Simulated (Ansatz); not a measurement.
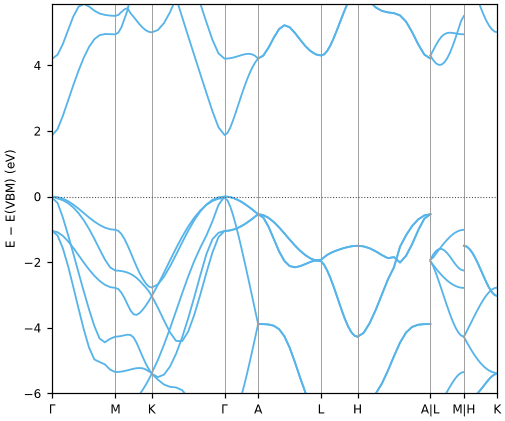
*Band structure from PBEsol (plane waves, PAW; program Ansatz)*

Q: Read off the gap and where the band edges lie.

A: About 1.9 eV (1.88 eV by a search for the band edges); maximum at Γ, minimum at Γ.

The material is GaN (wurtzite, space group No. 186).

Space group P6_3mc (wurtzite). Symmetry was held in the PBEsol relaxation. Scalar-relativistic: spin–orbit coupling is off unless named, which matters more the heavier the elements.

Potentials: the later of the program's two PAW sets.
